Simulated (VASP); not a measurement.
Band structure of MoSi2 (MoSi2 type). Level of theory: vdW-DF2, VASP's PBE PAW potentials (set 64) (plane waves; VASP).

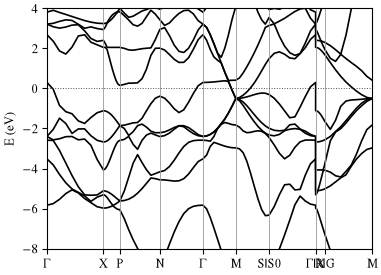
Fig. 1. Bands along high-symmetry lines, zero at the valence-band maximum or, without a gap, the Fermi level

**Question.** Read the plot: is there a gap, and where are the band edges?

**Answer.** It has no gap at this level: it comes out as a metal or semimetal. (Edges off the drawn lines would not show.)

The compound is MoSi2 in the MoSi2 type structure. It was relaxed first, which changed the volume by +7 %.
